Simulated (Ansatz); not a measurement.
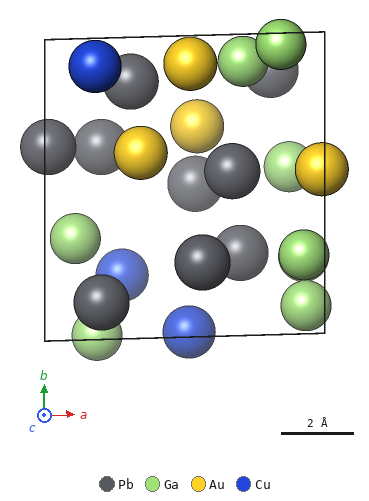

Starting frame of a dynamics run of an amorphous cell of composition Ga8Cu3Pb9Au4 (24 atoms in the cell). Style: spheres-only. Shown: the simulation cell, along the c axis.

Level of theory: DFT PBE, scalar-relativistic, plane waves, PAW (Ansatz).

The input:
```yaml
crystal:
  lattice:
    - [7.856003, 0.115636, 0.177995]
    - [0.115636, 8.443614, 0.052054]
    - [0.177995, 0.052054, 8.432589]
  atoms:
    - { symbol: Pb, position: [0.3071375868, 0.8530371222, 0.5322487314] }
    - { symbol: Pb, position: [0.2024023388, 0.6387939116, 0.1713777799] }
    - { symbol: Pb, position: [0.806615748, 0.878974903, 0.2292371783] }
    - { symbol: Pb, position: [0.203338956, 0.12291853, 0.7158570482] }
    - { symbol: Pb, position: [0.5381366938, 0.5079433043, 0.063721019] }
    - { symbol: Pb, position: [0.6698340873, 0.5464900136, 0.6294437892] }
    - { symbol: Pb, position: [0.6989834638, 0.2745109349, 0.2937064899] }
    - { symbol: Pb, position: [0.5635041269, 0.2463191596, 0.7696149313] }
    - { symbol: Pb, position: [0.0129808016, 0.6437446227, 0.4947998254] }
    - { symbol: Ga, position: [0.9332039192, 0.0934104492, 0.4483983429] }
    - { symbol: Ga, position: [0.9243840488, 0.2570281927, 0.0544368378] }
    - { symbol: Ga, position: [0.1095610204, 0.3372390949, 0.3594274899] }
    - { symbol: Ga, position: [0.1872661241, 0.0144119434, 0.228623797] }
    - { symbol: Ga, position: [0.7087870339, 0.9099049394, 0.6277770853] }
    - { symbol: Ga, position: [0.9253716619, 0.2620279575, 0.7308710563] }
    - { symbol: Ga, position: [0.8433441985, 0.9625631553, 0.9155728869] }
    - { symbol: Ga, position: [0.8731662729, 0.5559084503, 0.1403082481] }
    - { symbol: Au, position: [0.989453653, 0.5445647971, 0.8246496187] }
    - { symbol: Au, position: [0.5444415561, 0.6986587348, 0.3342232593] }
    - { symbol: Au, position: [0.5200959053, 0.9065420827, 0.8772702051] }
    - { symbol: Au, position: [0.3430139454, 0.6157270367, 0.7827443505] }
    - { symbol: Cu, position: [0.5158333145, 0.0169150311, 0.2847254659] }
    - { symbol: Cu, position: [0.1801021435, 0.9066873308, 0.9685885383] }
    - { symbol: Cu, position: [0.2767435457, 0.2118894815, 0.075625145] }
  symmetry: { detect: false }
basis:
  ecutwfc: 420
  xc_grid: 1
kpoints:
  mp_grid: { grid: [1, 1, 1], shift: [0.25, 0.25, 0.25] }
hamiltonian:
  xc: pbe
scf:
  occupations: { method: fermi_dirac, width: 0.0896 }
  lower_state_search: "off"
  convergence: { dr2_threshold: 1.0e-05 }
output:
  forces: true
  stress: true
md:
  timestep: 3.0
  n_steps: 27
  ensemble: nvt_langevin
  friction: 0.03
  temperature: 1040.0
  initial_velocities: maxwell_boltzmann
  seed: 50996
```

Run as
```bash
ansatz run input.yaml --threads 2 --pin off --max-ram 5120MiB --backend cpu --events-out ev --progress --plain --runs-dir out
```

Q: Predict how the run goes.

A: The mean temperature in the second half is 1065 K (standard deviation 110 K). The potential energy in the second half lies on average 21.8 meV per atom below the first frame. The mean pressure there is 6.1 GPa. Root-mean-square distances from the starting positions over the second half, with the common drift of all atoms taken out: Ga 0.29 Å, Cu 0.27 Å, Au 0.19 Å, Pb 0.16 Å. The run lasts only 81 fs, too short to tell vibration from diffusion.

Along the run (each row but the first and the last is the mean over the interval that it begins):

```tsv
time (fs)	potential energy (meV/atom)	T (K)	p (GPa)
0.0	0.0	997	6.7
9.0	-13.6	896	6.4
18.0	-19.1	951	6.3
27.0	-22.3	1038	6.2
36.0	-25.9	1162	6.2
45.0	-27.3	1204	6.1
54.0	-24.2	1132	6.1
63.0	-18.1	1009	6.1
72.0	-17.1	948	6.1
81.0	-18.2	888	6.1
```

The paths of the atoms, magnified 2 times:

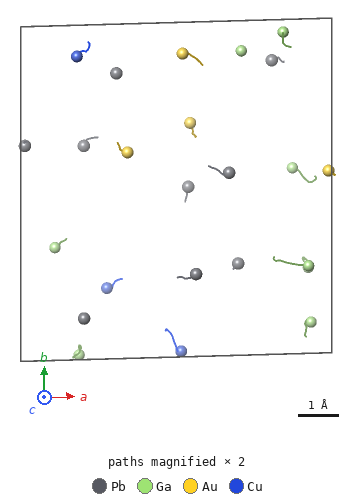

Limits of the set-up: the k-point mesh is coarse for a cell with partly filled bands; the periodic images lie only 7.9 Å apart, so the values are limited by the cell's size.

Cost: 3.9 min on 2 threads of Arm Neoverse V2, on a shared host, peak memory 1 GiB.
